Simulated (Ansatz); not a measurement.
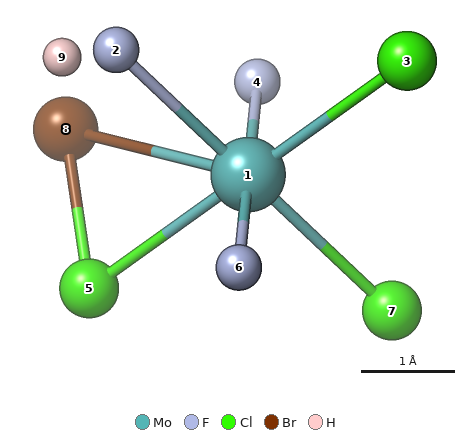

Figure 1. The structure as given in the input (ball-and-stick view, seen at a tilt; atoms are numbered from 1 in the order of the input). Sticks mark near contacts. Bond lengths as drawn: Br–Cl 1.98 Å, Br–Mo 2.79 Å, Cl–Mo 2.31 Å and F–Mo 1.77 to 2.12 Å.

**Nudged elastic band of MoHBrCl$_{3}$F$_{3}$**

- system: MoHBrCl$_{3}$F$_{3}$
- method: RKS PBE/def2-SVP (Ansatz 0.2.0)

One setting was made poor on purpose. It belongs to a series of runs on one base structure; here: band between the two ends.

## Input
```yaml
crystal:
  periodic: [false, false, false]
  atoms:
    - { symbol: Mo, position_ang: [0.0, 0.0, 0.0] }
    - { symbol: F, position_ang: [0.0, 0.0, 2.12] }
    - { symbol: Cl, position_ang: [2.31, 0.0, 0.0] }
    - { symbol: F, position_ang: [0.0, 1.77, 0.0] }
    - { symbol: Cl, position_ang: [-2.31, 0.0, 0.0] }
    - { symbol: F, position_ang: [0.0, -1.77, 0.0] }
    - { symbol: Cl, position_ang: [0.0, 0.0, -2.31] }
    - { symbol: Br, position_ang: [-1.989, 1.7476, 0.8797] }
    - { symbol: H, position_ang: [-0.9136, 0.8028, 2.0448] }
basis:
  gaussian: { orbitals: def2-SVP }
hamiltonian:
  xc: pbe
neb:
  order_check: false
  images: 9
  f_tol: 0.05
  max_iterations: 60
  final_atoms:
    - { symbol: Mo, position_ang: [0.0, 0.0, 0.0] }
    - { symbol: F, position_ang: [0.0, 0.0, 2.12] }
    - { symbol: Cl, position_ang: [2.31, 0.0, 0.0] }
    - { symbol: F, position_ang: [0.0, 1.77, 0.0] }
    - { symbol: Cl, position_ang: [-2.31, 0.0, 0.0] }
    - { symbol: F, position_ang: [0.0, -1.77, 0.0] }
    - { symbol: Cl, position_ang: [0.0, 0.0, -2.31] }
    - { symbol: Br, position_ang: [-1.989, 1.7476, 0.8797] }
    - { symbol: H, position_ang: [-0.9136, 0.8028, 2.0448] }
  initial_path:
    images:
      - { positions_ang: [[0.0, 0.0, 0.0], [0.0, 0.0, 2.12], [2.31, 0.0, 0.0], [0.0, 1.77, 0.0], [-2.31, 0.0, 0.0], [0.0, -1.77, 0.0], [0.0, 0.0, -2.31], [-1.989, 1.7476, 0.8797], [-0.9136, 0.8028, 2.0448]] }
      - { positions_ang: [[0.0, 0.0, 0.0], [0.0, 0.0, 2.12], [2.31, 0.0, 0.0], [0.0, 1.77, 0.0], [-2.31, 0.0, 0.0], [0.0, -1.77, 0.0], [0.0, 0.0, -2.31], [-1.989, 1.7476, 0.8797], [-0.9136, 0.8028, 2.0448]] }
      - { positions_ang: [[0.0, 0.0, 0.0], [0.0, 0.0, 2.12], [2.31, 0.0, 0.0], [0.0, 1.77, 0.0], [-2.31, 0.0, 0.0], [0.0, -1.77, 0.0], [0.0, 0.0, -2.31], [-1.989, 1.7476, 0.8797], [-0.9136, 0.8028, 2.0448]] }
      - { positions_ang: [[0.0, 0.0, 0.0], [0.0, 0.0, 2.12], [2.31, 0.0, 0.0], [0.0, 1.77, 0.0], [-2.31, 0.0, 0.0], [0.0, -1.77, 0.0], [0.0, 0.0, -2.31], [-1.989, 1.7476, 0.8797], [-0.9136, 0.8028, 2.0448]] }
      - { positions_ang: [[0.0, 0.0, 0.0], [0.0, 0.0, 2.12], [2.31, 0.0, 0.0], [0.0, 1.77, 0.0], [-2.31, 0.0, 0.0], [0.0, -1.77, 0.0], [0.0, 0.0, -2.31], [-1.989, 1.7476, 0.8797], [-0.9136, 0.8028, 2.0448]] }
      - { positions_ang: [[0.0, 0.0, 0.0], [0.0, 0.0, 2.12], [2.31, 0.0, 0.0], [0.0, 1.77, 0.0], [-2.31, 0.0, 0.0], [0.0, -1.77, 0.0], [0.0, 0.0, -2.31], [-1.989, 1.7476, 0.8797], [-0.9136, 0.8028, 2.0448]] }
      - { positions_ang: [[0.0, 0.0, 0.0], [0.0, 0.0, 2.12], [2.31, 0.0, 0.0], [0.0, 1.77, 0.0], [-2.31, 0.0, 0.0], [0.0, -1.77, 0.0], [0.0, 0.0, -2.31], [-1.989, 1.7476, 0.8797], [-0.9136, 0.8028, 2.0448]] }
      - { positions_ang: [[0.0, 0.0, 0.0], [0.0, 0.0, 2.12], [2.31, 0.0, 0.0], [0.0, 1.77, 0.0], [-2.31, 0.0, 0.0], [0.0, -1.77, 0.0], [0.0, 0.0, -2.31], [-1.989, 1.7476, 0.8797], [-0.9136, 0.8028, 2.0448]] }
      - { positions_ang: [[0.0, 0.0, 0.0], [0.0, 0.0, 2.12], [2.31, 0.0, 0.0], [0.0, 1.77, 0.0], [-2.31, 0.0, 0.0], [0.0, -1.77, 0.0], [0.0, 0.0, -2.31], [-1.989, 1.7476, 0.8797], [-0.9136, 0.8028, 2.0448]] }
      - { positions_ang: [[0.0, 0.0, 0.0], [0.0, 0.0, 2.12], [2.31, 0.0, 0.0], [0.0, 1.77, 0.0], [-2.31, 0.0, 0.0], [0.0, -1.77, 0.0], [0.0, 0.0, -2.31], [-1.989, 1.7476, 0.8797], [-0.9136, 0.8028, 2.0448]] }
      - { positions_ang: [[0.0, 0.0, 0.0], [0.0, 0.0, 2.12], [2.31, 0.0, 0.0], [0.0, 1.77, 0.0], [-2.31, 0.0, 0.0], [0.0, -1.77, 0.0], [0.0, 0.0, -2.31], [-1.989, 1.7476, 0.8797], [-0.9136, 0.8028, 2.0448]] }
```

Machine: 4 threads of Intel Xeon @ 2.80GHz (Skylake/Cascade Lake), 24 GiB of memory available, shared host.

Command:
```bash
ansatz run input.yaml --threads 4 --pin off --max-ram 5120MiB --backend cpu --events-out ev --progress --plain --runs-dir out
```

## The program's output
```
Error: invalid value for `neb.final_atoms`: is identical to crystal.atoms — the two endpoints must differ for a path to exist
```

## What the run reported

- outcome: refused by the program

The program refused the input: “invalid value for `neb.final_atoms`: is identical to crystal.atoms — the two endpoints must differ for a path to exist” A deliberately poor setting: ends not relaxed.
